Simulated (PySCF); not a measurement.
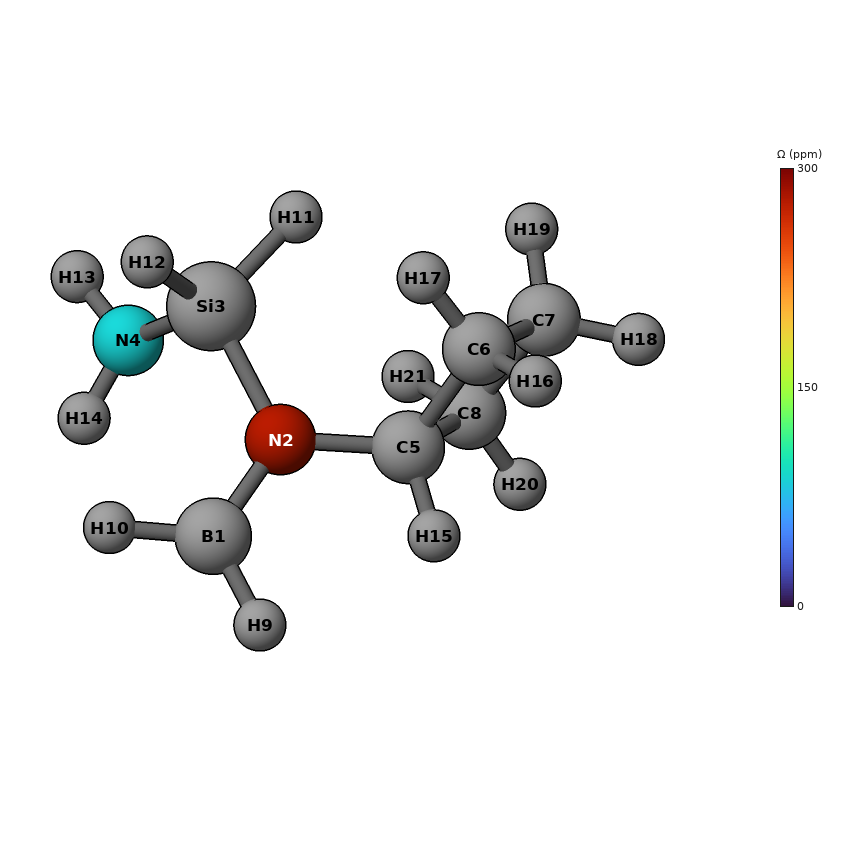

The N atoms are coloured by the span of their shielding tensor. Computed geometry: GFN2-xTB optimisation. No frequency run is at hand to confirm it as a minimum. Method: GIAO PBE0/pcSseg-1 NMR shielding, non-relativistic, gas phase (PySCF 2.14.0). Principal shieldings σ11 ≤ σ22 ≤ σ33, span Ω = σ33 − σ11, skew κ = 3(σiso − σ22)/Ω.

Question: Which N atom has the most anisotropic shielding?

Answer: N2, with a span of 277 ppm.

Give the shielding tensors of the N atoms.

| atom | σ11 | σ22 | σ33 | σiso | Ω | κ |
| --- | --- | --- | --- | --- | --- | --- |
| N2 | −49.8 | 84.1 | 227.4 | 87.2 | 277.2 | 0.03 |
| N4 | 206.8 | 246.4 | 293.7 | 249.0 | 86.9 | 0.09 |

Shieldings and span in ppm.

The geometry is semi-empirical. Around B, Si such bond lengths and angles can be off by a tenth of an ångström or more and by several degrees, and values that hang on the shape move with them.
